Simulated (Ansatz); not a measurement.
```xyz
10
Lattice="8.4708 0.0000 0.0000 0.0000 8.4708 0.0000 0.0000 0.0000 8.4708" Properties=species:S:1:pos:R:3 pbc="T T T"
K     2.1177    2.1177    2.1177
K     6.3531    6.3531    6.3531
K     6.3531    2.1177    2.1177
K     2.1177    6.3531    6.3531
K     2.1177    2.1177    6.3531
K     6.3531    6.3531    2.1177
K     2.1177    6.3531    2.1177
K     6.3531    2.1177    6.3531
Sn    0.0000    0.0000    0.0000
Sn    4.2354    4.2354    4.2354
```

Space group Im-3m; a structure generated by program, which may or may not match a known phase.

Level of theory: Ansatz, DFT PBEsol, scalar-relativistic, plane waves, PAW.

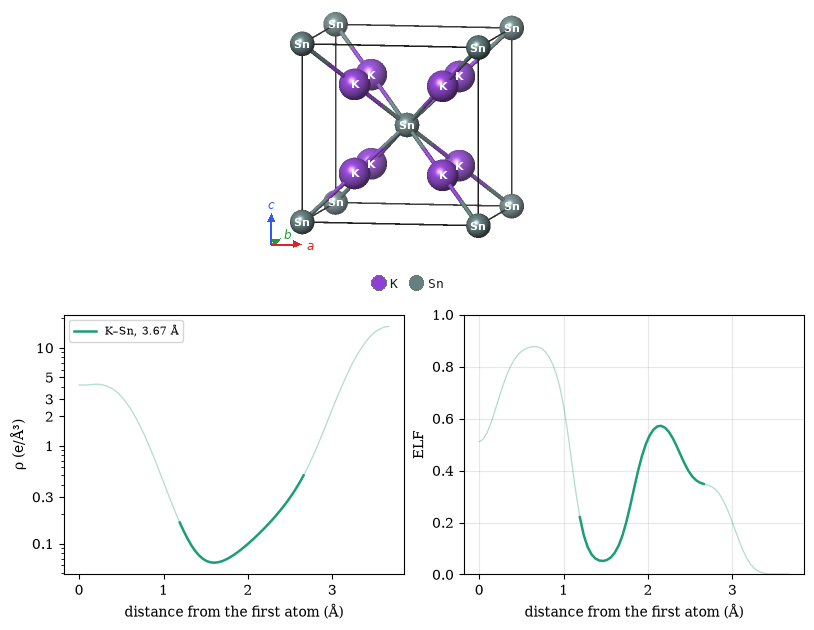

K4Sn. Valence electron density and ELF along straight lines between neighbouring atoms. Thin, pale parts lie inside the atomic spheres. The structure is drawn too.

The density is the valence pseudo-density of a PAW calculation; it isn't the true density close to the nuclei.

> What can be read from the curves?

K–Sn (3.67 Å): the density is about 0.08 e/Å³ at the midpoint, with its minimum of 0.06 e/Å³ about 1.6 Å from K; the ELF peaks at about 0.55 in the valence shell of Sn, 1.5 Å from its nucleus, and drops to about 0.05 between the two atoms (no localised pair shows between them).
